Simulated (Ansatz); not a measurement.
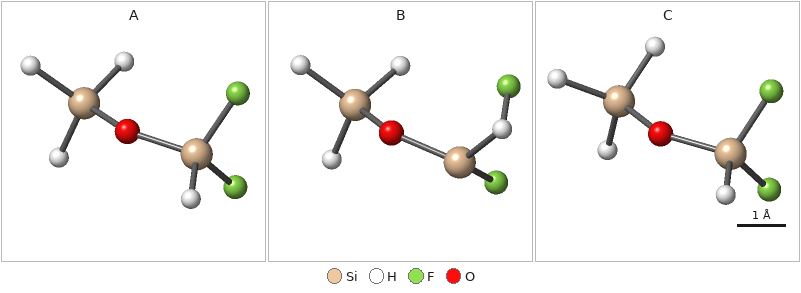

3 geometries from a converged minimum-energy path of Si2H4OF2, shuffled. Style: ball-and-stick. Shown from a free direction.

The calculation used RKS r2SCAN-D4/def2-SVP in Ansatz. Set-up: 7 movable images; climbing image; force threshold 0.05 eV/Å; iteration limit 60; starting path through a guess of the saddle point.

Which frame is the transition state?

Answer. B. In order along the path, whose images run from 0 to 8: A (image 0, 0.00 eV), C (image 1, 0.00 eV), B (image 4, +3.57 eV). Breaking: F–Si (1.61 → 2.38 Å), H–Si (1.47 → 2.33 Å). Forming: F–H (2.52 → 0.95 Å).
